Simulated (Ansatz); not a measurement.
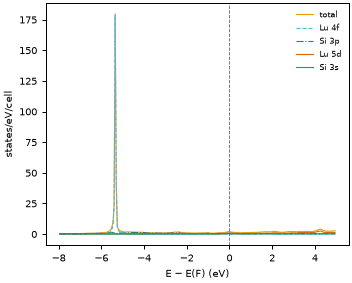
Fig. 1. Total and projected density of states of LuSi2 in space group P6/mmm (No. 191; Lu on 1a, Si on 2d), DFT-r²SCAN in the program Ansatz with PAW potentials

Question: Which orbitals carry the states next to the Fermi level?

Answer: Within 0.5 eV of the Fermi level: Si 3p 39 %, Lu 5d 31 %, Si 3s 18 %, outside the projected shells 7 %. Projections are on Löwdin-orthogonalised atomic valence shells; empty p or d shells of many metals are not among them.

Question: Where is the tallest occupied peak in this window, and what makes it?

Answer: Near -5.3 eV, about 180 states/eV per cell; the largest projected share is Lu 4f.

The workflow started from an entry of the Crystallography Open Database (COD). Whether it is the stable phase at ambient conditions was not checked. The r²SCAN relaxation kept the symmetry of its start; its stability against distortions is not shown here. Spin–orbit coupling is left out wherever it is not named.

Potentials: the later of the program's two PAW sets.
